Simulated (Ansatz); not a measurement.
**Mo2N2 (triplet): density, localisation and related maps**

```xyz
4

Mo    0.1615   -0.7290    0.8952
Mo   -0.1609    0.7299   -0.8945
N     1.3270    0.2357   -1.4385
N    -1.3276   -0.2367    1.4378
```

Geometry: PBE-D4/def2-TZVP; core potentials replace the inner electrons of Mo.

Computed with UKS PBE0-D4/def2-TZVP in Ansatz.

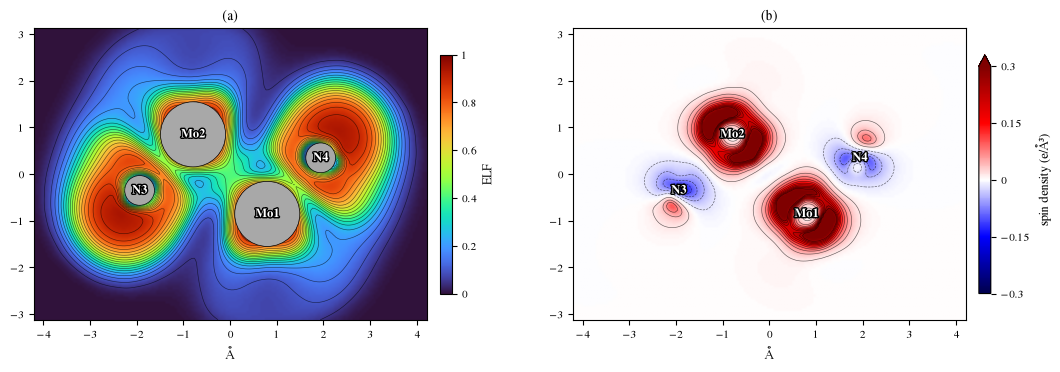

Figure 1. (a) electron localisation function; (b) spin density (α minus β) on the molecular plane. Grey discs cover the atomic cores in the ELF map.

> Describe what can be read from this map.

- The section cuts through Mo and N sites.
- Mo–N (1.66 Å): the ELF peaks at about 0.75 in the valence shell of N, 0.5 Å from its nucleus, and is about 0.50 at the midpoint.
- Mo–Mo (2.33 Å): the ELF is about 0.40 at the midpoint.
- The unpaired spin (2 electrons) lies mostly on Mo1 (about 1.0) and Mo2 (about 1.0), in electrons by Hirshfeld's partition, with opposite, polarisation-induced spin on N3 and N4.

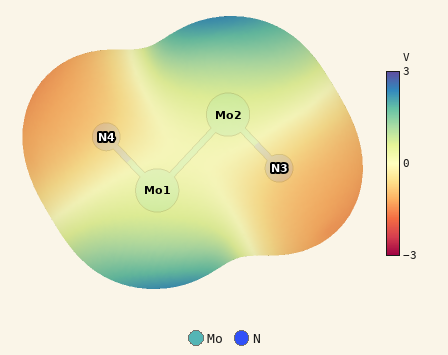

Figure 2. The electrostatic potential painted on the density surface at 0.001 e/bohr³, seen across its widest extent; the colour scale runs from red (negative) to blue (positive).

> Which sites attract a positive test charge, and which a negative one?

A positive charge is drawn to the negative regions and a negative charge to the positive ones. The most negative region (about −1.4 V) lies over N3 and N4, the most positive (about +2.3 V) over Mo1 and Mo2.

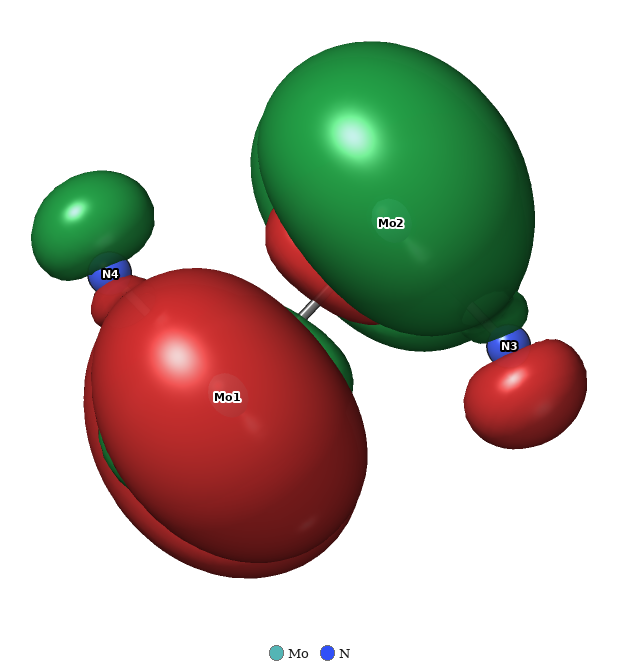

Figure 3. The HOMO (α) at ±0.06 Å⁻³ᐟ² (green and red are the two phases), seen across its widest extent.

> What is the character of this orbital?

Its weight (Hirshfeld) is mainly on Mo1 (about 45 %) and Mo2 (about 45 %); it is ungerade (odd under inversion). Its energy is −5.19 eV.
